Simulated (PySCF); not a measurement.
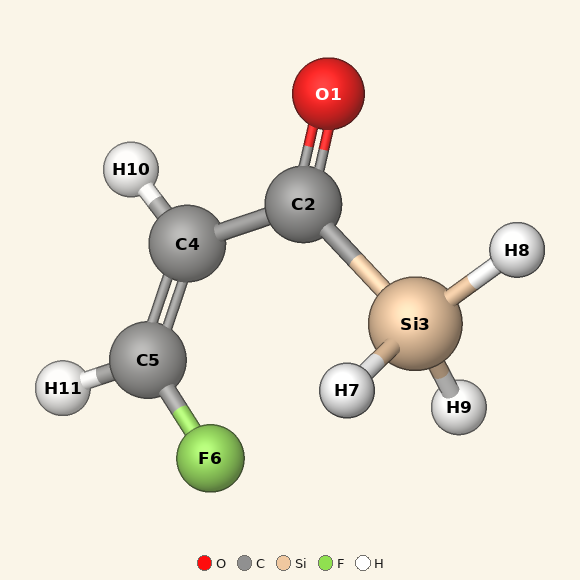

The computed structure is the end point of a GFN2-xTB optimisation. No frequency run is at hand to confirm it as a minimum. Level of theory: delta-SCF UKS SCAN, pcX-2 on the ionised atom, pcseg-1 elsewhere, spin-free X2C (PySCF 2.14.0).

Give the core-electron binding energies (to vacuum; p and d levels without spin–orbit splitting) of O1 1s, C2 1s, Si3 1s, Si3 2p, C4 1s, C5 1s, F6 1s.

| atom | level | binding energy (eV) |
| --- | --- | --- |
| O1 | 1s | 537.4 |
| C2 | 1s | 292.9 |
| Si3 | 1s | 1846.5 |
| Si3 | 2p | 107.0 |
| C4 | 1s | 291.1 |
| C5 | 1s | 293.7 |
| F6 | 1s | 693.8 |

The geometry is semi-empirical. Around Si such bond lengths and angles can be off by a tenth of an ångström or more and by several degrees, and values that hang on the shape move with them.
